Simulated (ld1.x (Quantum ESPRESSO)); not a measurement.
**Pm: pseudopotential generation (part 2 of 2)**

The same run, continued: promethium (Pm, Z = 61), core [Kr] 4d10, reference valence 4f5 5s2 5p6 5d0 6s2 6p0, valence charge 15. Method: RRKJ potential, PBEsol, fully relativistic, made with ld1.x (Quantum ESPRESSO) 7.5.

Output of the test run (extracts), continued:
```
     ---------------------- End of pseudopotential test ----------------------

     ---------------------- Testing the pseudopotential ----------------------

     Pm
     dirac relativistic calculation

     atomic number is 61.00   valence charge is 15.00
     dft =PBESOL   lsd =0 sic =0 latt =0  beta=0.20 tr2=1.0E-14
     mesh =1259 r(mesh) = 100.89962 xmin = -7.00 dx = 0.01250

     n l  j  nl             e AE (Ry)       e PS (Ry)    De AE-PS (Ry)
     4 3 2.5 4F   1( 2.14)       -1.13715       -1.15458        0.01744  !
     4 3 3.5 4F   1( 2.86)       -1.10223       -1.11961        0.01739  !
     1 0 0.5 5S   1( 2.00)       -4.04317       -4.05451        0.01134  !
     2 1 0.5 5P   1( 2.00)       -2.80052       -2.81185        0.01134  !
     2 1 1.5 5P   1( 4.00)       -2.55614       -2.56778        0.01165  !
     3 2 1.5 5D   1( 0.00)       -1.00687       -1.03451        0.02764  !
     3 2 2.5 5D   1( 0.00)       -0.98693       -1.01578        0.02885  !
     2 0 0.5 6S   1( 0.00)       -0.98620       -1.04989        0.06369  !
     3 1 0.5 6P   1( 0.00)       -0.72715       -0.80931        0.08215  !
     3 1 1.5 6P   1( 0.00)       -0.69329       -0.37439       -0.31890  !

     eps = 8.7E-15  iter = 14

     Etot =  -20045.823441 Ry,  -10022.911721 Ha, -272737.322141 eV
     Etotps =  -155.818111 Ry,     -77.909056 Ha,   -2120.013405 eV
     dEtot_ae =       1.229870 Ry
     dEtot_ps =       1.285374 Ry,   Delta E=      -0.055504 Ry

     Ekin =      95.673300 Ry,      47.836650 Ha,    1301.701561 eV
     Encl =    -272.928290 Ry,    -136.464145 Ha,   -3713.378562 eV
     Ehrt =     105.023258 Ry,      52.511629 Ha,    1428.914225 eV
     Ecxc =     -44.033428 Ry,     -22.016714 Ha,    -599.105304 eV
     (Ecc =     -24.293386 Ry,     -12.146693 Ha,    -330.528349 eV)
     Epseu=     -39.552952 Ry,     -19.776476 Ha,    -538.145325 eV

     ---------------------- End of pseudopotential test ----------------------

     ---------------------- Testing the pseudopotential ----------------------

     Pm
     dirac relativistic calculation

     atomic number is 61.00   valence charge is 15.00
     dft =PBESOL   lsd =0 sic =0 latt =0  beta=0.20 tr2=1.0E-14
     mesh =1259 r(mesh) = 100.89962 xmin = -7.00 dx = 0.01250

     n l  j  nl             e AE (Ry)       e PS (Ry)    De AE-PS (Ry)
     4 3 2.5 4F   1( 1.71)       -2.35014       -2.31482       -0.03532  !
     4 3 3.5 4F   1( 2.29)       -2.31115       -2.27673       -0.03442  !
     1 0 0.5 5S   1( 2.00)       -5.08890       -5.10055        0.01164  !
     2 1 0.5 5P   1( 2.00)       -3.79347       -3.80753        0.01406  !
     2 1 1.5 5P   1( 4.00)       -3.52347       -3.53521        0.01173  !
     3 2 1.5 5D   1( 0.00)       -1.79841       -1.81703        0.01862  !
     3 2 2.5 5D   1( 0.00)       -1.77009       -1.78929        0.01920  !
     2 0 0.5 6S   1( 0.00)       -1.57689       -1.64169        0.06480  !
     3 1 0.5 6P   1( 0.00)       -1.24772       -1.33896        0.09124  !
     3 1 1.5 6P   1( 0.00)       -1.19674       -1.29328        0.09654  !

     eps = 9.2E-16  iter = 16

     Etot =  -20044.120166 Ry,  -10022.060083 Ha, -272714.147900 eV
     Etotps =  -154.119242 Ry,     -77.059621 Ha,   -2096.899113 eV
     dEtot_ae =       2.933145 Ry
     dEtot_ps =       2.984243 Ry,   Delta E=      -0.051098 Ry

     Ekin =      84.844213 Ry,      42.422107 Ha,    1154.364327 eV
     Encl =    -255.331038 Ry,    -127.665519 Ha,   -3473.955754 eV
     Ehrt =      91.617253 Ry,      45.808626 Ha,    1246.516224 eV
     Ecxc =     -42.626611 Ry,     -21.313306 Ha,    -579.964591 eV
     (Ecc =     -24.293386 Ry,     -12.146693 Ha,    -330.528349 eV)
     Epseu=     -32.623058 Ry,     -16.311529 Ha,    -443.859319 eV

     ---------------------- End of pseudopotential test ----------------------

     ---------------------- Testing the pseudopotential ----------------------

     Pm
     dirac relativistic calculation

     atomic number is 61.00   valence charge is 15.00
     dft =PBESOL   lsd =0 sic =0 latt =0  beta=0.20 tr2=1.0E-14
     mesh =1259 r(mesh) = 100.89962 xmin = -7.00 dx = 0.01250

     n l  j  nl             e AE (Ry)       e PS (Ry)    De AE-PS (Ry)
     4 3 2.5 4F   1( 2.14)       -0.70749       -0.70913        0.00164
     4 3 3.5 4F   1( 2.86)       -0.67271       -0.67433        0.00162
     1 0 0.5 5S   1( 2.00)       -3.61103       -3.60889       -0.00214
     2 1 0.5 5P   1( 2.00)       -2.36991       -2.36787       -0.00203
     2 1 1.5 5P   1( 4.00)       -2.12657       -2.12483       -0.00174
     3 2 1.5 5D   1( 0.00)       -0.60969       -0.61802        0.00833  !
     3 2 2.5 5D   1( 0.00)       -0.59229       -0.60119        0.00891  !
     2 0 0.5 6S   1( 0.00)       -0.65639       -0.67739        0.02100  !
     3 1 0.5 6P   1( 0.33)       -0.44883       -0.46655        0.01772  !
     3 1 1.5 6P   1( 0.67)       -0.42668       -0.44281        0.01613  !

     eps = 6.8E-15  iter = 15

     Etot =  -20046.397002 Ry,  -10023.198501 Ha, -272745.125830 eV
     Etotps =  -156.435177 Ry,     -78.217588 Ha,   -2128.409010 eV
     dEtot_ae =       0.656309 Ry
     dEtot_ps =       0.668308 Ry,   Delta E=      -0.011999 Ry

     Ekin =      95.790316 Ry,      47.895158 Ha,    1303.293646 eV
     Encl =    -279.581504 Ry,    -139.790752 Ha,   -3803.900152 eV
     Ehrt =     111.002436 Ry,      55.501218 Ha,    1510.265078 eV
     Ecxc =     -44.359081 Ry,     -22.179540 Ha,    -603.536037 eV
     (Ecc =     -24.293386 Ry,     -12.146693 Ha,    -330.528349 eV)
     Epseu=     -39.287344 Ry,     -19.643672 Ha,    -534.531545 eV

     ---------------------- End of pseudopotential test ----------------------

     ---------------------- Testing the pseudopotential ----------------------

     Pm
     dirac relativistic calculation

     atomic number is 61.00   valence charge is 15.00
     dft =PBESOL   lsd =0 sic =0 latt =0  beta=0.20 tr2=1.0E-14
     mesh =1259 r(mesh) = 100.89962 xmin = -7.00 dx = 0.01250

     n l  j  nl             e AE (Ry)       e PS (Ry)    De AE-PS (Ry)
     4 3 2.5 4F   1( 2.14)       -0.13672       -0.13754        0.00082
     4 3 3.5 4F   1( 2.86)       -0.10230       -0.10313        0.00083
     1 0 0.5 5S   1( 2.00)       -3.02779       -3.02912        0.00133
     2 1 0.5 5P   1( 2.00)       -1.79102       -1.79209        0.00107
     2 1 1.5 5P   1( 4.00)       -1.55071       -1.55149        0.00078
     3 2 1.5 5D   1( 0.20)       -0.11545       -0.11688        0.00143
     3 2 2.5 5D   1( 0.30)       -0.10370       -0.10519        0.00149
     2 0 0.5 6S   1( 1.50)       -0.24548       -0.24895        0.00347
     3 1 0.5 6P   1( 0.00)       -0.08935       -0.09199        0.00264
     3 1 1.5 6P   1( 0.00)       -0.07715       -0.07940        0.00226

     eps = 6.0E-15  iter = 20

     Etot =  -20046.986959 Ry,  -10023.493480 Ha, -272753.152611 eV
     Etotps =  -157.036455 Ry,     -78.518228 Ha,   -2136.589819 eV
     dEtot_ae =       0.066352 Ry
     dEtot_ps =       0.067030 Ry,   Delta E=      -0.000678 Ry

     Ekin =      95.460984 Ry,      47.730492 Ha,    1298.812859 eV
     Encl =    -288.169685 Ry,    -144.084842 Ha,   -3920.748300 eV
     Ehrt =     119.189430 Ry,      59.594715 Ha,    1621.654813 eV
     Ecxc =     -44.805970 Ry,     -22.402985 Ha,    -609.616284 eV
     (Ecc =     -24.293386 Ry,     -12.146693 Ha,    -330.528349 eV)
     Epseu=     -38.711215 Ry,     -19.355607 Ha,    -526.692907 eV

     ---------------------- End of pseudopotential test ----------------------

     ---------------------- Testing the pseudopotential ----------------------

     Pm
     dirac relativistic calculation

     atomic number is 61.00   valence charge is 15.00
     dft =PBESOL   lsd =0 sic =0 latt =0  beta=0.20 tr2=1.0E-14
     mesh =1259 r(mesh) = 100.89962 xmin = -7.00 dx = 0.01250

     n l  j  nl             e AE (Ry)       e PS (Ry)    De AE-PS (Ry)
     4 3 2.5 4F   1( 2.14)       -0.39074       -0.39593        0.00519  !
     4 3 3.5 4F   1( 2.86)       -0.35615       -0.36133        0.00518  !
     1 0 0.5 5S   1( 2.00)       -3.28799       -3.29211        0.00412
     2 1 0.5 5P   1( 2.00)       -2.04888       -2.05282        0.00394
     2 1 1.5 5P   1( 4.00)       -1.80709       -1.81101        0.00391
     3 2 1.5 5D   1( 0.00)       -0.33446       -0.34087        0.00641  !
     3 2 2.5 5D   1( 0.00)       -0.31987       -0.32650        0.00663  !
     2 0 0.5 6S   1( 1.50)       -0.43160       -0.44267        0.01108  !
     3 1 0.5 6P   1( 0.00)       -0.24480       -0.25725        0.01245  !
     3 1 1.5 6P   1( 0.00)       -0.22659       -0.23890        0.01231  !

     eps = 9.3E-15  iter = 21

     Etot =  -20046.880458 Ry,  -10023.440229 Ha, -272751.703581 eV
     Etotps =  -156.927839 Ry,     -78.463920 Ha,   -2135.112023 eV
     dEtot_ae =       0.172853 Ry
     dEtot_ps =       0.175646 Ry,   Delta E=      -0.002793 Ry

     Ekin =      95.526637 Ry,      47.763318 Ha,    1299.706104 eV
     Encl =    -284.263518 Ry,    -142.131759 Ha,   -3867.602187 eV
     Ehrt =     115.412586 Ry,      57.706293 Ha,    1570.268223 eV
     Ecxc =     -44.606451 Ry,     -22.303225 Ha,    -606.901678 eV
     (Ecc =     -24.293386 Ry,     -12.146693 Ha,    -330.528349 eV)
     Epseu=     -38.997093 Ry,     -19.498547 Ha,    -530.582485 eV

     ---------------------- End of pseudopotential test ----------------------

     ---------------------- Testing the pseudopotential ----------------------

     Pm
     dirac relativistic calculation

     atomic number is 61.00   valence charge is 15.00
     dft =PBESOL   lsd =0 sic =0 latt =0  beta=0.20 tr2=1.0E-14
     mesh =1259 r(mesh) = 100.89962 xmin = -7.00 dx = 0.01250

     n l  j  nl             e AE (Ry)       e PS (Ry)    De AE-PS (Ry)
     4 3 2.5 4F   1( 1.71)       -1.19520       -1.15595       -0.03925  !
     4 3 3.5 4F   1( 2.29)       -1.15655       -1.11823       -0.03831  !
     1 0 0.5 5S   1( 2.00)       -3.93991       -3.94890        0.00899  !
     2 1 0.5 5P   1( 2.00)       -2.65420       -2.66483        0.01063  !
     2 1 1.5 5P   1( 4.00)       -2.39006       -2.39806        0.00800  !
     3 2 1.5 5D   1( 0.00)       -0.75312       -0.75625        0.00312
     3 2 2.5 5D   1( 0.00)       -0.73071       -0.73357        0.00286
     2 0 0.5 6S   1( 2.00)       -0.72438       -0.73197        0.00759  !
     3 1 0.5 6P   1( 0.00)       -0.48131       -0.49439        0.01308  !
     3 1 1.5 6P   1( 0.00)       -0.45183       -0.46543        0.01360  !

     eps = 8.2E-15  iter = 20

     Etot =  -20046.412394 Ry,  -10023.206197 Ha, -272745.335243 eV
     Etotps =  -156.476696 Ry,     -78.238348 Ha,   -2128.973907 eV
     dEtot_ae =       0.640918 Ry
     dEtot_ps =       0.626789 Ry,   Delta E=       0.014128 Ry

     Ekin =      85.423846 Ry,      42.711923 Ha,    1162.250630 eV
     Encl =    -272.643162 Ry,    -136.321581 Ha,   -3709.499201 eV
     Ehrt =     106.433788 Ry,      53.216894 Ha,    1448.105454 eV
     Ecxc =     -43.551537 Ry,     -21.775769 Ha,    -592.548851 eV
     (Ecc =     -24.293386 Ry,     -12.146693 Ha,    -330.528349 eV)
     Epseu=     -32.139630 Ry,     -16.069815 Ha,    -437.281939 eV

     ---------------------- End of pseudopotential test ----------------------
```

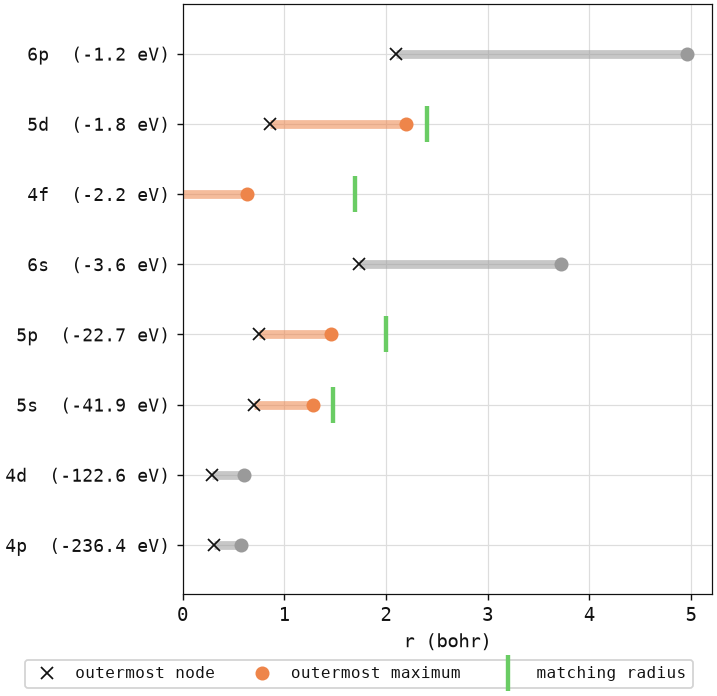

Figure 1. Outer shells of the all-electron reference atom: each bar runs from the outermost node (or the nucleus) to the outermost maximum of u(r); the tick is the radius chosen for the pseudo-wave. Shells without a tick have no pseudo-wave of their own. Levels, nodes and maxima are from ld1.x, scalar-relativistic.

- Radii against the shells: 5s: 1.48 bohr, outside the maximum; 5p: 2.00 bohr, outside the maximum; 4f: 1.70 bohr, outside the maximum; 5d: 2.40 bohr, outside the maximum. In the spherical-Bessel test 5p3/2 stands at −1.532 Ry at the top cutoff of 400 Ry against −1.595 Ry all-electron; 5p1/2 stands at −1.785 Ry at the top cutoff of 400 Ry against −1.836 Ry all-electron; 6s stands at −0.223 Ry at the top cutoff of 400 Ry against −0.262 Ry all-electron (3 more miss too). Either such a state needs more than 400 Ry, or the test doesn't rebuild this potential faithfully. No cutoff can be given, and the search for ghost states has no verdict.

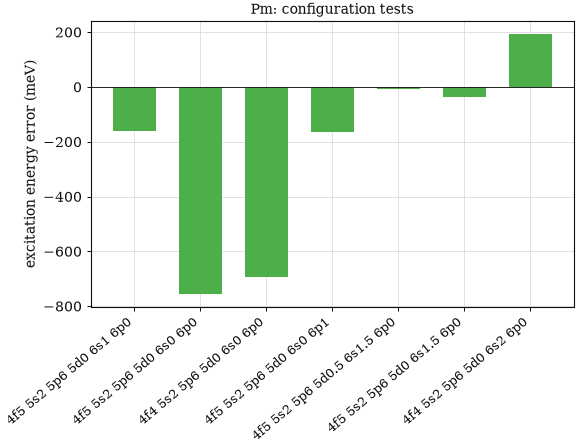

Figure 2. Errors, all-electron minus pseudo, of the energies of valence configurations relative to the unpolarised reference 4f5 5s2 5p6 5d0 6s2 6p0.

- Worst configuration: 4f5 5s2 5p6 5d0 6s0 6p0 (charge +2): the error is -755 meV on an all-electron energy of +16.73 eV relative to the reference, or 4.5 %.
- Configurations within 10 meV and within 50 meV: 1 and 2 of 7.

Outcome of the run: generated; the Bessel test doesn't meet the 5p3/2 level.
